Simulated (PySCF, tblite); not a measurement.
# C2H10OSSi2: geometry, infrared bands and NMR shifts

Aim: predict the infrared bands and NMR shifts of C2H10OSSi2 (`CO[SiH2]SC[SiH3]`).

Programs: tblite 0.8.0 and PySCF 2.14.0, with density-fitted response routines of our own. Each step states its level of theory. These are calculated values for one molecule in the gas phase, unless marked as measured. Atoms count from 0, in the outputs and in this text.

**1. Starting geometry**

16 atoms, charge 0, multiplicity 1; geometry from: force field or distance geometry start.

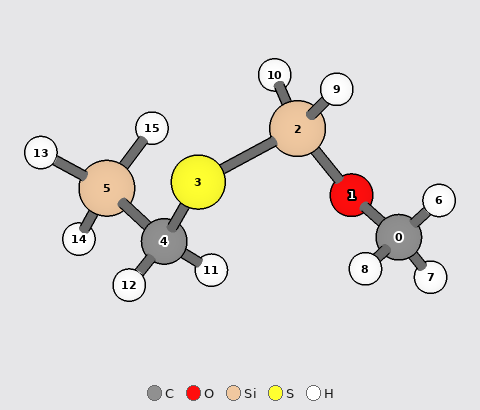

The starting geometry (carbon grey, oxygen red, silicon light orange, sulfur yellow, hydrogen white), atoms numbered.

**2. Geometry optimisation with GFN2-xTB**

What the job is given:

```
{"job": {"kind": "relax", "xc": "GFN2-xTB", "basis": "xTB"}, "charge": 0, "multiplicity": 1}
C      2.844400    -0.052600    -0.393700
O      1.629500     0.698200    -0.530900
Si     0.784100     1.050100     0.857800
S     -0.411700    -0.663100     1.332200
C     -1.267100    -1.111300    -0.195500
Si    -2.801300    -0.098500    -0.464000
H      3.572000     0.487400     0.216000
H      3.269000    -0.174400    -1.388100
H      2.653100    -1.049400     0.024000
H      1.697600     1.345500     1.976900
H     -0.129200     2.196800     0.595200
H     -0.584400    -1.029200    -1.050600
H     -1.548800    -2.164500    -0.117300
H     -3.757400    -0.260000     0.655200
H     -3.483100    -0.513700    -1.709100
H     -2.474200     1.347600    -0.588200
```

Command:

```
> OMP_NUM_THREADS=1 python probes_run.py task.json out
```

The driver reads the jobs from task.json and runs them one after another.

**Question.** This job is followed by: GFN2-xTB harmonic vibrations, gas phase; GIAO PBE0/pcSseg-1 NMR shielding, non-relativistic, gas phase. Predict these results of the whole session: strongest single infrared mode (GFN2-xTB); zero-point energy (GFN2-xTB); 13C shifts against TMS (PBE0/pcSseg-1); 1H shifts against TMS (PBE0/pcSseg-1, means over atoms taken as alike); 17O shifts against H2O (PBE0/pcSseg-1); 29Si shifts against TMS (PBE0/pcSseg-1); 33S shifts against CS2 (PBE0/pcSseg-1).

As calculated:

```
                                                              quantity                       value
                             strongest single infrared mode (GFN2-xTB)        784 cm⁻¹, 464 km/mol
                                          zero-point energy (GFN2-xTB)               69.5 kcal/mol
                                13C shifts against TMS (PBE0/pcSseg-1)               51.3, 4.5 ppm
1H shifts against TMS (PBE0/pcSseg-1, means over atoms taken as alike)  5.17, 3.96, 3.80, 1.84 ppm
                                17O shifts against H2O (PBE0/pcSseg-1)                     7.6 ppm
                               29Si shifts against TMS (PBE0/pcSseg-1)            -16.7, -73.9 ppm
                                33S shifts against CS2 (PBE0/pcSseg-1)                    -148 ppm
```

**Reading.** The optimisation took 106 steps and gained 0.281 eV; among the close pairs (by a distance rule), C4–Si5 changed most, from 1.858 to 1.902 Å. All 42 modes are real, so the xTB geometry is a minimum. GFN2-xTB is a fitted tight-binding method: band positions and strengths are rough. Its intensities can rank the bands wrongly. The most deshielded carbon is C0 (methyl carbon bonded to O), at 51.3 ppm: pulled downfield by the heteroatom. At PBE0/pcSseg-1: The largest span, 268 ppm, is at S3, where the paramagnetic term is -409 ppm.
